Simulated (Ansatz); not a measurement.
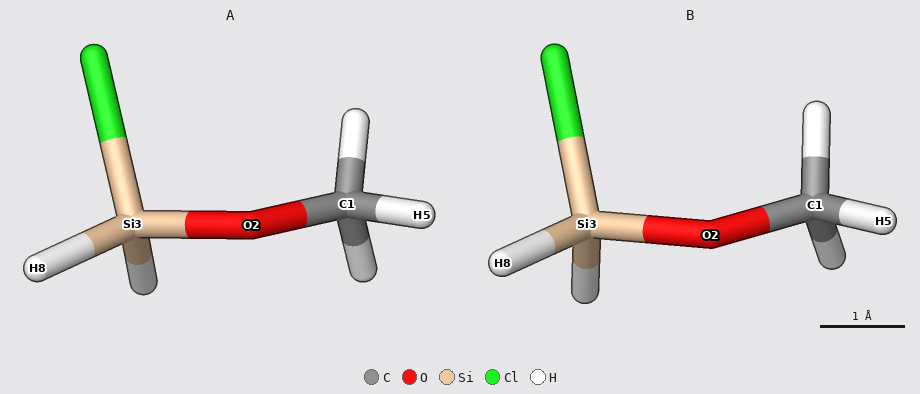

Two geometries of CH5ClOSi (coarse preliminary run), drawn at one scale. One is the start of a relaxation, the other its converged end. A stick model, seen face on.

Computed with RKS PBE-D4/def2-SVP in Ansatz. Settings: force threshold 0.03 eV/Å; at most 200 steps.

Which geometry has the lower energy?

Structure B is the relaxed one. The start comes from a force field. Over 6 geometry steps the energy falls by 6.89 kcal/mol. Largest force component: 2.8 eV/Å at the start, 0.013 eV/Å at the end. The atom that moves furthest after the best rigid fit is an H atom (0.25 Å). By element the largest moves are H 0.25 Å, Cl 0.17 Å, O 0.13 Å, C 0.09 Å, Si 0.06 Å. Some distances before and after: H–Si 1.419 → 1.503 Å, C–O 1.367 → 1.419 Å, H–Si 1.543 → 1.493 Å, C–H 1.065 → 1.113 Å. Among the angles between lasting bonds that change: C–O–Si 116.8° → 124.0°, H–C–H 102.2° → 108.2°, O–C–H 117.0° → 111.6°. The run took roughly 20 core-seconds on a shared host.
